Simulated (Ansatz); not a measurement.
# SbAs (model cell, started as CsCl type): from the cell to its phonons, part 2 of 2

Aim: the vibrations of SbAs (model cell, started as CsCl type), their spectra, and whether the structure is stable.

Ansatz 0.2.0; DFT PBEsol, scalar-relativistic, plane waves, PAW.

So far. Step 4 (Tight relaxation): The forces vanish by symmetry and the pressure is -0.002 GPa, within the tolerances set. The cell now holds 21.89 Å³/atom. The relaxed cell has a = 3.525 Å (conventional setting).

The structure was built from a prototype and need not be the compound's stable phase.

**5. Response at finite wavevector**

Stability and thermal properties need the whole zone. Linear response on a 4×4×4 q mesh gives force constants as far as a supercell of that size would.

File input.yaml:

```yaml
crystal:
  lattice:
    - [3.5245974121, 0.0, 0.0]
    - [0.0, 3.5245974121, 0.0]
    - [0.0, 0.0, 3.5245974121]
  atoms:
    - { symbol: Sb, position: [0.0, 0.0, 0.0] }
    - { symbol: As, position: [0.5, 0.5, 0.5] }
kpoints:
  mp_grid: { grid: [12, 12, 12] }
hamiltonian:
  xc: pbesol
scf:
  occupations: { method: methfessel_paxton, width: 0.15 }
output:
  eigenvalues: true
phonons:
  method: dfpt
  qmesh: [4, 4, 4]
  temperatures: { t_max: 1000, t_step: 50 }
  qpath:
    path:
      - [[0.0, 0.0, 0.0], [0.0, 0.5, 0.0], [0.5, 0.5, 0.0], [0.0, 0.0, 0.0], [0.5, 0.5, 0.5], [0.0, 0.5, 0.0]]
      - [[0.5, 0.5, 0.5], [0.5, 0.5, 0.0]]
    npoints: 10
```

On the command line:

```console
$ ansatz run input.yaml --threads 4 --pin off --max-ram 7168MiB --backend cpu --events-out ev --progress --plain --runs-dir out
```

Numbers of over 12 decimals in the logs are rounded to 6 here.

Output:

```text
[...]
Crystal: 2 atoms, lattice volume = 43.785 Å³
Basis set: ecut = 420 eV, 847 PW (Γ), exchange–correlation on 48×48×48 points (8 copies of the dense FFT grid, shifted against one another)
Bands: 19, of which v1, the nominal top of the filled ones, is band 15 counted from 1 (14 counted from 0)
Symmetry: 48 space group operations
k-points: 84 of 1728
[...]
SCF iter   1: F=—  HF=-11220.596305 eV  |F-HF|=—  |Δ(HF+E_count)|=         —  Δρ=4.15e-3  dr2=1.41e-2  ethr=1.77e-3  ⟨swp⟩=5.4  Hψ=7375  notcnv=0
[...]
SCF iter   9: F=-11220.591220 eV  HF=-11220.591220 eV  |F-HF|=9.09e-12  |Δ(HF+E_count)|=  5.64e-11  S|Δr|=    0.00e0  Δρ=1.63e-7  dr2=6.39e-12  ethr=1.00e-12  ⟨swp⟩=4.5  Hψ=8104  notcnv=0
SCF 1 converged in 9 iterations: F = -11220.591220 eV  dr2 = 6.39e-12
[...]
SCF iter   1: F=—  HF=-11220.591219 eV  |F-HF|=—  |Δ(HF+E_count)|=         —  Δρ=5.82e-7  dr2=6.15e-11  ethr=7.38e-8  ⟨swp⟩=2.8  Hψ=11138  notcnv=0
eigensolver tolerance schedule: the retry pair's looser diagonalisation over-reported the residual by 360063.08 of it (diagonalisation noise at an unbounded share of the residual, at the tolerance the schedule requests for it); recorded, not acted on — ethr = c·dr2/N_el stays at c = 1.0e-1
[...]
SCF iter   2: F=—  HF=-11220.591220 eV  |F-HF|=—  |Δ(HF+E_count)|=   1.11e-6  S|Δr|=    0.00e0  Δρ=4.87e-7  dr2=4.53e-11  ethr=1.00e-12  ⟨swp⟩=3.6  Hψ=3895  notcnv=0
[...]
SCF iter   4: F=-11220.591220 eV  HF=-11220.591220 eV  |F-HF|=5.46e-12  |Δ(HF+E_count)|=  1.09e-11  S|Δr|=    0.00e0  Δρ=1.03e-7  dr2=1.85e-12  ethr=1.00e-12  ⟨swp⟩=1.5  Hψ=3916  notcnv=0
SCF 2 converged in 4 iterations: F = -11220.591220 eV  dr2 = 1.85e-12
phonons: the bands overlap, so this run is a metal and interpolates without the dipole-dipole term. If the crystal is really an insulator or semiconductor, its LO-TO splitting is missing
NSCF: frozen V_eff on 84 k-points
[...]
DFPT response loops at q = (0, 0, 0) (fractional): preconditioner auto → Kerker (q_TF=auto, 2.562 Å⁻¹) (partly filled bands, converged f_vac=0.000); β = 1.00, the filter's whole step (`scf.mixing.beta` (0.50) is not read by the response loops under this deck's `scf.mixing.preconditioner`; to damp them name `kerker` or `kerker_dos`, under which they read `scf.mixing.beta`, and type it under 1.00, their step now; both keys bind the ground state too); Broyden in place of MSR1
[...]
SCF converged after 9 iterations
[...]
Free energy (F): -11220.591220 eV
[...]
Internal energy: -11220.591602 eV  (E = F + TS)
E sigma→0 (E₀):  -11220.591315 eV
Entropy (-TS):   0.000382 eV (0.191 meV/atom)
Fermi energy:    12.518310 eV
[...]
--- Band table (eV; the first three rows and the last of 84) ---
  k-point 0: bands = [... 11 lower, 6.6076, 10.4033, 10.4033, 10.4033, 15.8568, 15.8568, 18.6991, 18.6991]
  k-point 1: bands = [... 11 lower, 6.3228, 10.3557, 10.4888, 10.4888, 15.9315, 16.3857, 18.3064, 18.4236]
  k-point 2: bands = [... 11 lower, 5.5537, 10.3763, 10.7434, 10.7434, 16.1555, 17.0148, 17.6838, 17.6838]
  k-point 83: bands = [... 11 lower, 5.2993, 9.4026, 9.4026, 9.4026, 9.5888, 9.5888, 9.5888, 28.6199]
--- Phonons (Γ-DFPT): 2 representative perturbations + reference (Σ response iterations 6) ---
  ASR residual: 7.353e-5 → 0.000e0 eV/Å²; symmetrization residual: 1.472e-5 eV/Å²
  ASR residual per site (eV/Å²): 1.65e-5 7.35e-5
  Γ frequencies (cm⁻¹): 0.00 0.00 0.00 22.26 22.26 22.26
--- Phonons (arbitrary-q DFPT): 10 irreducible q on the 4×4×4 mesh ---
  q = [0.0000, 0.0000, 0.0000] (star 1, of the zone-centre solve; hermiticity 3.48e-4, symmetrization 5.75e-10): -0.00 -0.00 0.00 22.26 22.26 22.26
  q = [0.0000, 0.0000, 0.2500] (star 6, 4 solved perturbations in 1848 linear systems a pass and spin channel, the states on 588 of 1728 k-point pairs; hermiticity 2.62e-5, symmetrization 1.38e-11): -18.38 -18.38 40.02 40.02 51.12 81.34
[...]
q = [0.0000, 0.2500, -0.5000] (star 12, 6 solved perturbations on 588 of 1728 k-point pairs; hermiticity 1.06e-5, symmetrization 7.98e-8): -67.68 -34.52 53.75 55.64 96.40 101.28
[...]
sum rule: each row above includes the acoustic sum rule's correction from the zone centre's row sums; it moved no ω² by more than (0.52 cm⁻¹)²
  mesh force constants: q→R imaginary residual 1.42e-18; ASR residual 7.353e-5 → 0.000e0 eV/Å²; symmetrization residual 8.882e-16 eV/Å²
  interpolated dispersion: 62 rows × 6 modes
  density of states and harmonic sums: on the 20×20×20 q-mesh, interpolated from the force constants of a 4×4×4 supercell (no non-analytic term)
  largest difference from the sums on the solved wave vectors: F 4.20e-2 eV, S 4.52e-5 and C_V 4.91e-6 eV/K
  zero-point energy: 0.020215 eV/cell   skipped modes (ω ≤ 0): 293, of them read as no rigid motion or as one in doubt: 290 (1.041e0 modes/cell left out, lowest -100.26 cm⁻¹)   left out of the sums: 1.74e-1 of the cell's modes: C_V's classical limit lies that fraction below 3 k_B per atom; for a crystal, a wire or a layer, F and S can be off by more, and a phonons.interpolated_qmesh denser along its periods is the remedy for the sampling
```

It took 7.6 min on 4 threads of Intel Xeon 6975P-C (Granite Rapids), shared host; peak memory 2.4 GiB; 21 min of CPU time.

This step gave:

| Item | Value |
| --- | --- |
| sum-rule residual before enforcement | 7.35e-5 eV/Å² |
| lowest frequency on the path | -100.3 cm⁻¹ |
| point group | m-3m |
| highest frequency on the path or at a solved wavevector | 124 cm⁻¹ |
| highest optical mode at the zone centre (no LO-TO term) | 22.26 cm⁻¹ |
| lowest optical zone-centre mode | 22.26 cm⁻¹ |
| lowest mode on the q mesh (acoustic modes at Γ apart) | -100.3 cm⁻¹ |

Frequencies (cm⁻¹) solved at each irreducible wavevector; negative means imaginary. Frequencies by wavevector, by row:

```tsv
q in reciprocal lattice units	star	mode 1	mode 2	mode 3	mode 4	mode 5	mode 6
0 0 0	1	0	0	0	22.3	22.3	22.3
0 0 0.25	6	-18.4	-18.4	40	40	51.1	81.3
0 0 -0.5	3	34.5	34.5	49.6	49.6	116.9	122.8
0 0.25 0.25	12	-36.1	-24.3	32.7	45.2	48.1	106.8
0 0.25 -0.5	12	-67.7	-34.5	53.8	55.6	96.4	101.3
0 -0.5 -0.5	3	-100.3	-72.2	49.8	49.8	77.7	77.7
0.25 0.25 0.25	8	38	64	64	66.2	78	78
0.25 0.25 -0.5	12	35.5	46.8	75.2	90.6	94.4	96.3
0.25 -0.5 -0.5	6	44.1	57.6	72.2	72.2	81.7	81.7
-0.5 -0.5 -0.5	1	100	100	100	124	124	124
```

Interpolated from a 4×4×4 q mesh. The phonon branches at the labelled points (cm⁻¹):

```tsv
point	branch 1	branch 2	branch 3	branch 4	branch 5	branch 6
Γ	0	0	0	22	22	22
X	34	34	50	50	117	123
M	-100	-72	50	50	78	78
Γ	0	0	0	22	22	22
R	100	100	100	124	124	124
X	34	34	50	50	117	123
jump to R	100	100	100	124	124	124
M	-100	-72	50	50	78	78
```

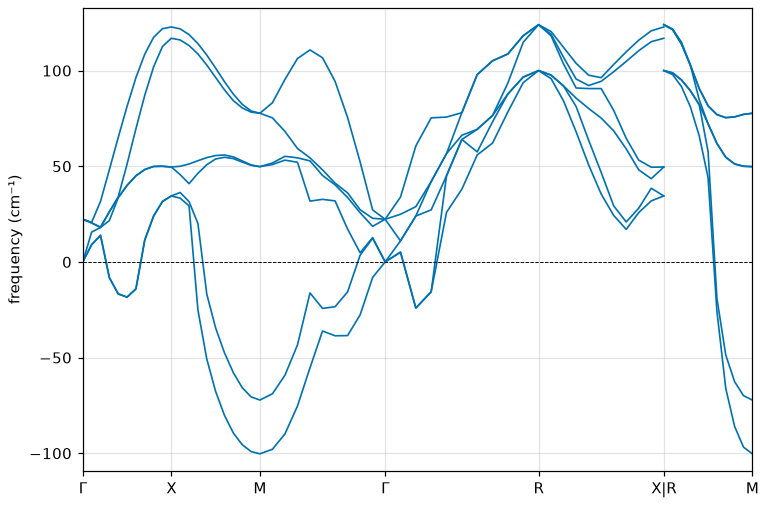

Phonon branches along the path.

The phonon density of states has structure finer than the step of the table below, so its rows give means over 20 cm⁻¹, whole bins alone (the curve runs from -101 to 125 cm⁻¹). Peaks (cm⁻¹: height): -17.0: 0.0287, 57.0: 0.0828, 93.0: 0.0659.

Tetrahedra on a 20×20×20 mesh, mean over bins of 2 cm-1. Interpolated from a 4×4×4 q mesh. Table of phonon density of states by wavenumber; means over each step:

```tsv
wavenumber (cm⁻¹)	phonon density of states (1/cm⁻¹/cell)
-80	0.00376
-60	0.00791
-40	0.0132
-20	0.0205
0	0.0121
20	0.0234
40	0.0427
60	0.0630
80	0.0557
100	0.0486
```

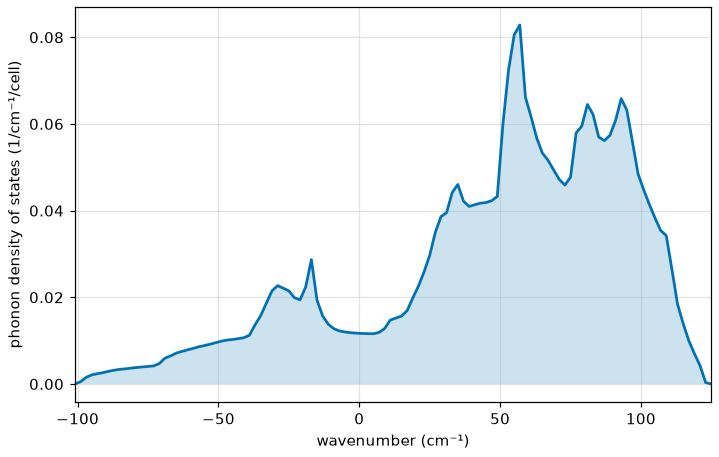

Phonon density of states against wavenumber.

The partial phonon density of states has structure finer than the step of the table below, so its rows give means over 10 cm⁻¹, whole bins alone (the curve runs from -110 to 136 cm⁻¹). Peaks (cm⁻¹: height): As -32.2: 0.0141, -19.8: 0.0154, 23.5: 0.0174, 55.9: 0.0375, 80.6: 0.0275, 93.0: 0.0351; Sb -18.3: 0.0154, 37.4: 0.0282, 55.9: 0.0388, 80.6: 0.0376.

Phonopy on the run's constants, 17x17x17 mesh, Gaussian sigma 2.0 cm-1. Interpolated from a 4×4×4 q mesh. Table of partial phonon density of states by wavenumber; means over each step; values in 1/cm⁻¹/cell:

```tsv
wavenumber (cm⁻¹)	As	Sb
-100	8.4e-4	0
-90	0.00294	3.6e-6
-80	0.00379	3.2e-5
-70	0.00465	0.00134
-60	0.00453	0.00330
-50	0.00521	0.00445
-40	0.00745	0.00624
-30	0.0124	0.0102
-20	0.0122	0.0124
-10	0.00564	0.00507
0	8.4e-4	0.00177
10	0.00386	0.00840
20	0.0115	0.0157
30	0.0144	0.0232
40	0.0185	0.0247
50	0.0303	0.0272
60	0.0309	0.0356
70	0.0216	0.0266
80	0.0253	0.0342
90	0.0309	0.0281
100	0.0289	0.0191
110	0.0180	0.0108
120	0.00521	0.00163
130	7.7e-5	7.5e-6
```

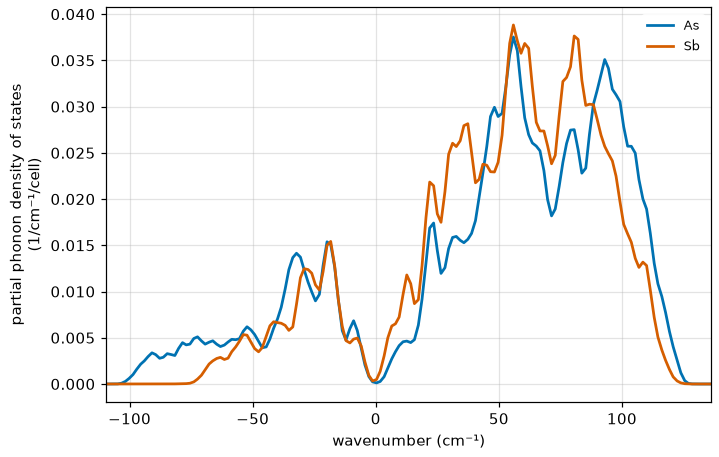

Partial phonon density of states against wavenumber.

Second derivatives of the energy by pair, one row for each kind of neighbour of each atom listed. Each entry sums the pair over the periodic images of the supercell that the q mesh stands for, and in a polar crystal it holds the long-range dipole part too. Force constants by pair, by row:

```tsv
atom	neighbour	distance (Å)	third of the trace (eV/Å²)	along the pair's line (eV/Å²)
Sb1	itself	0	1.685	–
Sb1	As	3.052	0.1032	-0.1034
Sb1	Sb	3.525	-0.1883	-0.9055
Sb1	Sb	4.985	0.0118	0.0092
Sb1	As	5.845	-0.0152	-0.0594
Sb1	Sb	6.105	-0.1581	-0.407
Sb1	Sb	7.049	-0.0409	0.0029
As2	itself	0	1.098	–
As2	Sb	3.052	0.1032	-0.1034
As2	As	3.525	-0.1593	-0.6795
As2	As	4.985	0.0535	0.0801
As2	Sb	5.845	-0.0152	-0.0594
As2	As	6.105	-0.1574	-0.3794
As2	As	7.049	-0.0603	-0.1184
```

Symmetry leaves 10 wavevectors to solve. The lowest mode among them, the acoustic zeros apart, lies at q = (0, -0.5, -0.5) and is imaginary, 100.3i cm⁻¹, so the energy falls along it.

**6. Isotope substitution**

An isotope changes the mass and not the force constants, so no new electronic calculation is needed; the shifts show which modes move this element.

The same force constants with the mass of Sb changed from 121.760 to 122.904 u (phonopy, no LO-TO term). Both lists are sorted by frequency; levels can cross, so a row need not hold one and the same mode. Modes under 3 cm⁻¹ are left out. Isotope shifts, by row:

```tsv
q	rank	natural mass (cm⁻¹)	changed mass (cm⁻¹)
0 0 0	4	22.26	22.22
0 0 0	5	22.26	22.22
0 0 0	6	22.26	22.22
0 0 0.25	1	-18.38	-18.33
0 0 0.25	2	-18.38	-18.33
0 0 0.25	3	40.02	39.93
0 0 0.25	4	40.02	39.93
0 0 0.25	5	51.12	51.01
0 0 0.25	6	81.34	81.13
0 0 -0.5	1	34.46	34.3
0 0 -0.5	2	34.46	34.3
0 0 -0.5	3	49.6	49.6
0 0 -0.5	4	49.6	49.6
0 0 -0.5	5	116.9	116.4
0 0 -0.5	6	122.8	122.8
0 0.25 0.25	1	-36.14	-36.08
0 0.25 0.25	2	-24.26	-24.22
0 0.25 0.25	3	32.72	32.63
0 0.25 0.25	4	45.17	45.02
0 0.25 0.25	5	48.07	47.94
0 0.25 0.25	6	106.8	106.5
```

A mode of this element alone would shift by -0.47 %. The highest zone-centre frequency without the field goes from 22.3 to 22.2 cm⁻¹ (-0.2 %). The product of the frequency ratios over all optical modes at Γ is 0.995; the product rule, (m/m′)^(3k/2) (M′/M)^(3/2) with k = 1 such atoms and M the mass of the cell, gives 0.995.

**7. Summary of results**

```
space group after relaxation (within 0.01 Å)            : Pm-3m
volume per atom                                         : 21.9 Å³
electronic character                                    : no gap on this mesh
highest optical mode at the zone centre (no LO-TO term) : 22.3 cm⁻¹
lowest optical zone-centre mode                         : 22.3 cm⁻¹
lowest mode on the q mesh (acoustic modes at Γ apart)   : -100 cm⁻¹
highest frequency on the path or at a solved wavevector : 124 cm⁻¹
imaginary modes on the 4×4×4 q mesh                     : yes
```

**Reading.** Modes are clearly imaginary (beyond 10i cm⁻¹) at 4 of the 10 irreducible wavevectors, most at q = (0, -0.5, -0.5) (100.3i cm⁻¹), so this structure is not a minimum of the energy. The optical modes at Γ form one degenerate level at 22 cm⁻¹. With no gap, or one that is small against the smearing, the frequencies hang on the k mesh and the smearing, most of all near Kohn anomalies. Spin-orbit coupling is left out, which can matter for the heavy elements here. A phonon run warned that its eigensolver left some bands unconverged in a pass. The starting cell was built on a prototype and not taken from a measurement, so the phase need not exist. These are harmonic frequencies at zero temperature: anharmonic shifts, linewidths and thermal expansion are left out.

[Logs are printed without paths, hosts, clocks, repeated set-up lines and the standing remarks that a program may print on its own settings, such as how far it seeks lower states.]

[Hosts, paths, dates, database ids (printed as entryN), source tags and the programs' standing remarks are cut or masked in the printed files.]
